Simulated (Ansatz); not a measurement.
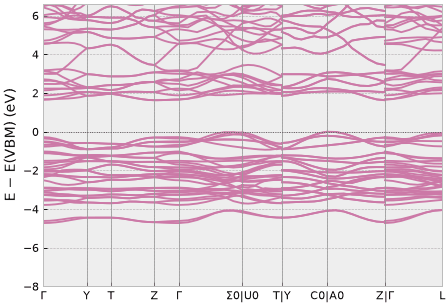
Band structure from LDA (plane waves, PAW; program Ansatz)

The gap is 1.62 eV; an edge lies off the plotted path or next to a special point (maximum off the standard path, minimum on the Z–Γ line, 4 % of the way from Z).

The material is Rb2NbCuSe4 in space group Fddd (No. 70; Rb on 16g, Nb on 8a, Cu on 8b, Se on 32h).

The first step of the workflow began from a Materials Project structure, measured or hypothetical; the Crystallography Open Database files this formula in space group No. 70, but the cells were not matched. Whether it is the stable phase at ambient conditions was not checked. Symmetry was held in the LDA relaxation; its stability against distortions is not shown here. The run is not spin-polarised. Scalar-relativistic: spin–orbit coupling is off unless named, which matters more the heavier the elements.

Potentials: the later of the program's two PAW sets.
